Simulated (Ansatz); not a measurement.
```cif
data_structure
_symmetry_space_group_name_H-M 'P 1'
_symmetry_Int_Tables_number 1
_cell_length_a 4.7693
_cell_length_b 4.7693
_cell_length_c 4.7693
_cell_angle_alpha 90.000
_cell_angle_beta 90.000
_cell_angle_gamma 90.000
_cell_volume 108.48
loop_
_atom_site_label
_atom_site_type_symbol
_atom_site_fract_x
_atom_site_fract_y
_atom_site_fract_z
_atom_site_occupancy
Si1 Si 0.00000 0.00000 0.00000 1
As1 As 0.28512 0.28512 0.28512 1
As2 As 0.71488 0.71488 0.28512 1
As3 As 0.28512 0.71488 0.71488 1
As4 As 0.71488 0.28512 0.71488 1
```

Space group P-43m; a structure generated by program, which may or may not match a known phase.

These are results of DFT PBE, scalar-relativistic, plane waves, PAW (Ansatz), not measurements.

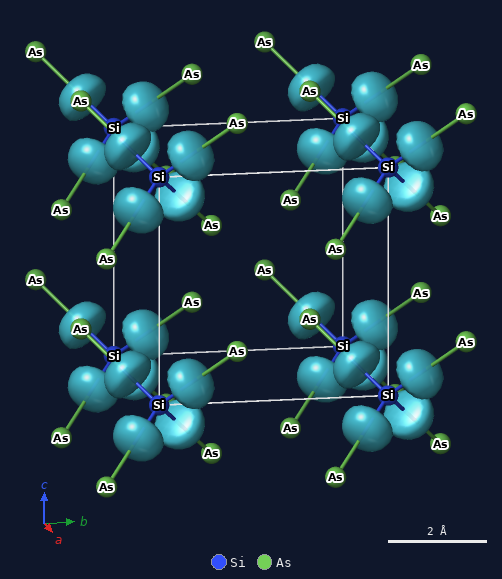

SiAs4. Isosurface of the ELF at 0.75 (cyan), seen slightly off an axis. Only the valence region is drawn (cores and ρ < 0.01 e/Å³ removed). Sticks mark near contacts.

In a PAW calculation such maps are meaningful between the atoms, not at the nuclei.

**Describe the localisation domains.**

At this value the surface marks out four regions between bonded As–Si atoms, counted in one cell of 5 atoms. Regions shared between cells count once. Profiles from the grid: Si–As (2.36 Å): the ELF peaks at about 0.85 between the atoms.
